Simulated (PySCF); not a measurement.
CH₃O₂S, charge +1, SMILES `[OH3+].O=C=S`.

Method: B3LYP/aug-cc-pVDZ; geometry: GFN2-xTB; program: PySCF. GFN2-xTB bond lengths at metals and heavier atoms can be off by up to 0.1 Å and shapes distorted, which carries into these values.

Coordinates in Å:

```
O1       3.0324   -0.0485   -0.1990
H2       2.0015   -0.0106   -0.0435
H3       3.4431   -0.7531    0.3415
H4       3.4458    0.8157   -0.0141
O5       0.5568    0.0678    0.2631
C6      -0.6121    0.0265    0.1023
S7      -2.1207   -0.0228   -0.0882
```

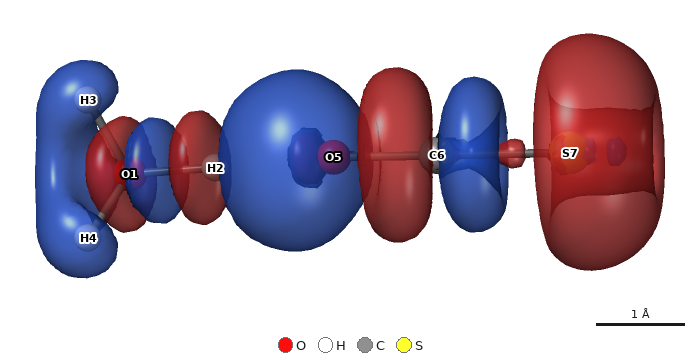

Density of the complex less the densities of the two fragments at the same geometry, ±0.01 e/Å³ (blue: gain, red: loss). Fragment A: H3O(+1) (atoms 1–4); fragment B: CSO.

How is the density rearranged on binding?

Answer. Hirshfeld charges show 0.103 e passing from B to A. By Hirshfeld charges, electrons gather most on O5 (−0.102 e) and leave S7 most (+0.178 e); 0.32 e is displaced in all.

What is the interaction energy, and which contacts carry it?

Answer. The counterpoise-corrected interaction energy of the frozen fragments is −22.8 kcal/mol without dispersion correction and −23.8 kcal/mol with D3(BJ). The pair geometry is semi-empirical, not a minimum at this level. Contacts: H2···O5, hydrogen bond, 1.48 Å, ρ = 0.068 a.u. The pose is a local one from a semi-empirical search, not shown to be the most stable.

The PySCF run took 24 s on 1 thread of Arm Neoverse V1, with other jobs on the host, peak memory 0.57 GiB.
